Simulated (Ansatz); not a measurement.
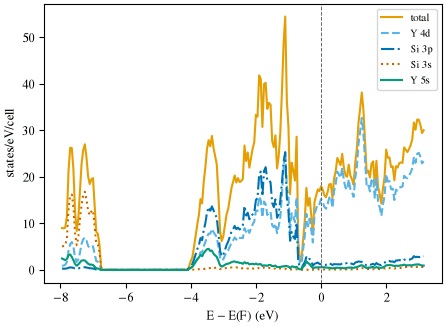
Total and projected density of states of Y20Si12C in space group P2/m (No. 10; Pearson symbol mP33), r²SCAN (plane waves, PAW; program Ansatz)

### Question
Which orbitals carry the states next to the Fermi level?

### Answer
Within 0.5 eV of the Fermi level: Y 4d 82 %, Si 3p 9 %. Projections are on Löwdin-orthogonalised atomic valence shells; empty p or d shells of many metals are not among them.

### Question
Where is the tallest occupied peak in this window, and what makes it?

### Answer
Near -1.1 eV, about 54 states/eV per cell; the largest projected share is Si 3p.

The first step of the workflow began from a Materials Project structure, measured or hypothetical; the Crystallography Open Database copy checked does not list it. Its standing as an ambient phase is unchecked. The r²SCAN relaxation kept the symmetry of its start; whether a distortion lowers the energy is not shown. The run is not spin-polarised. Scalar-relativistic: spin–orbit coupling is off unless named, which matters more the heavier the elements.

Potentials: the later of the program's two PAW sets.
